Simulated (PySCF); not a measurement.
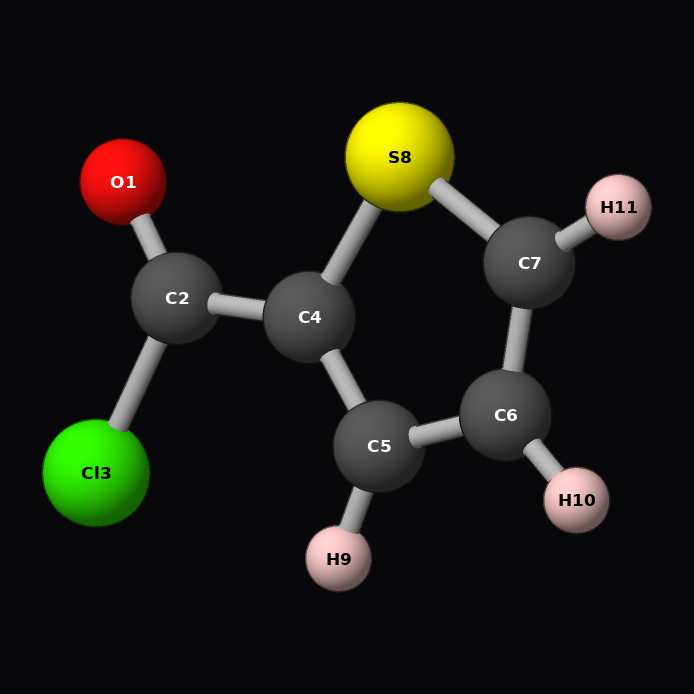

The computed structure is the end point of a PBE0-D3(BJ)/def2-SVP optimisation. No frequency run is at hand to confirm it as a minimum. Properties computed with GIAO PBE0/cc-pVDZ NMR shielding, non-relativistic, gas phase (PySCF 2.14.0). Principal shieldings σ11 ≤ σ22 ≤ σ33, span Ω = σ33 − σ11, skew κ = 3(σiso − σ22)/Ω.

Give the shielding tensors of the S atoms.

```csv
atom,σ11,σ22,σ33,σiso,Ω,κ
S8,191.2,314.5,477.2,327.7,286.0,0.14
```

Shieldings and span in ppm.
